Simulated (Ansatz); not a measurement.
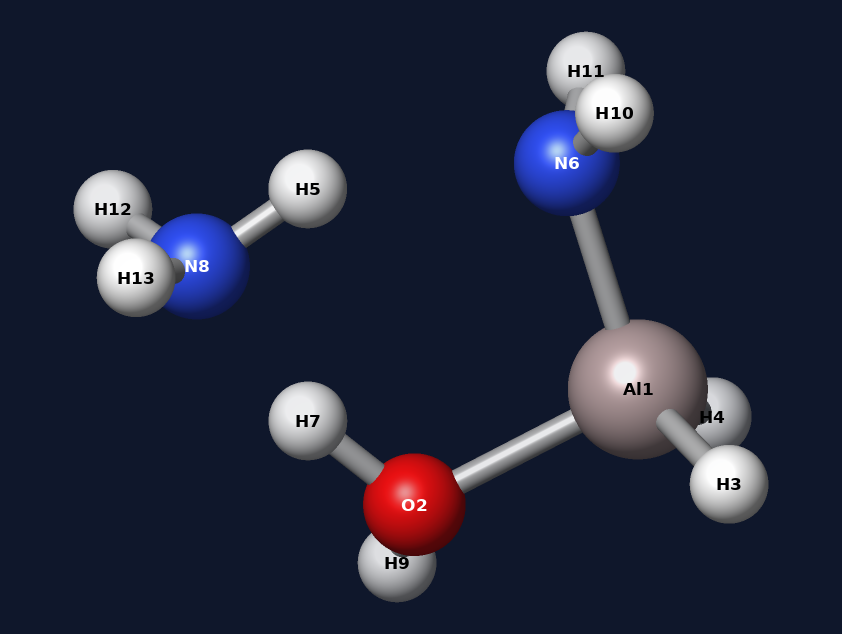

The computed structure is the end point of a PBE0-D4/def2-TZVP optimisation.

Question: How are the neighbours of atom 6 arranged?

Answer: N6 has 3 neighbours (Al1 at 1.85, H10 at 1.01, H11 at 1.01 Å); the arrangement is trigonal pyramidal.

Question: How are the neighbours of atom 2 arranged?

Answer: O2 has 3 neighbours (Al1 at 1.93, H7 at 1.06, H9 at 0.96 Å); the arrangement is trigonal pyramidal.

Question: How are the neighbours of atom 1 arranged?

Answer: Al1 has 4 neighbours (O2 at 1.93, H3 at 1.60, H4 at 1.61, N6 at 1.85 Å); the arrangement is tetrahedral.

Question: Describe the coordination of atom 8.

Answer: N8 has 3 neighbours (H5 at 1.04, H12 at 1.01, H13 at 1.01 Å); the arrangement is trigonal pyramidal.
